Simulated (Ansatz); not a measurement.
BH2···H2 (doublet)

```csv
atom,x (Å),y (Å),z (Å)
B,0.0000,0.0000,-0.7474
H,0.0000,0.0000,2.5826
H,1.0780,0.0000,-1.2610
H,-1.0780,0.0000,-1.2610
H,0.0000,0.0000,3.3368
```

All numbers below come from UKS BHLYP/def2-SVP (Ansatz).

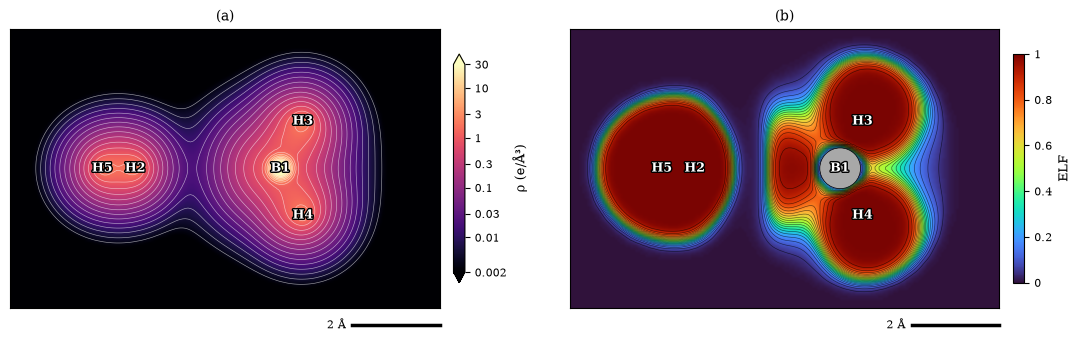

Figure 1. (a) total electron density; (b) ELF on the molecular plane. Grey discs cover the atomic cores in the ELF map.

### What does the map show?

Atoms in the plane: B and H.
B1···H2 (3.33 Å): the density falls to about 0.02 e/Å³ on the way; the ELF dips to about 0 between them; a non-bonded, intermolecular contact.
H–H (0.75 Å): ρ at the midpoint is about 1.7 e/Å³; the ELF is about 1 at the midpoint.
B–H (1.19 Å): the density is about 1.2 e/Å³ at the midpoint; the ELF climbs to about 1 towards the hydrogen, as it does in any bond to H; an ordinary covalent bond to hydrogen.
The ELF also peaks beside B1, away from the bonds: non-bonding electrons, paired or unpaired.

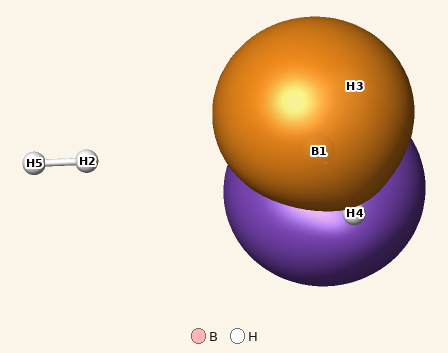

Figure 2. The LUMO (β) at ±0.1 Å⁻³ᐟ² (orange and purple are the two phases), seen at a tilt.

### Where does this orbital lie, and at what energy?

By Hirshfeld shares it lies mainly on B1 (about 85 %), H3 (about 10 %) and H4 (about 10 %); it changes sign across the molecular plane (π type). Its energy is −0.65 eV.

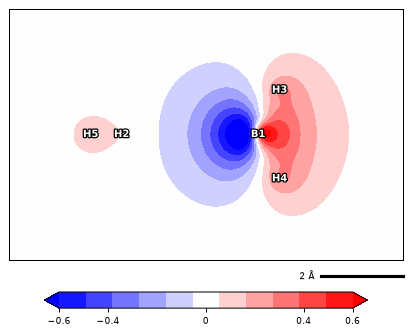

Figure 3. The HOMO (α) on the molecular plane (values in Å⁻³ᐟ²; the overall sign is arbitrary).

### Where does this orbital lie, and at what energy?

By Hirshfeld shares it lies mainly on B1 (about 80 %), H3 (about 10 %) and H4 (about 10 %); it is symmetric in the molecular plane (an in-plane orbital: σ, lone-pair or in-plane π type). Its energy is −7.28 eV.
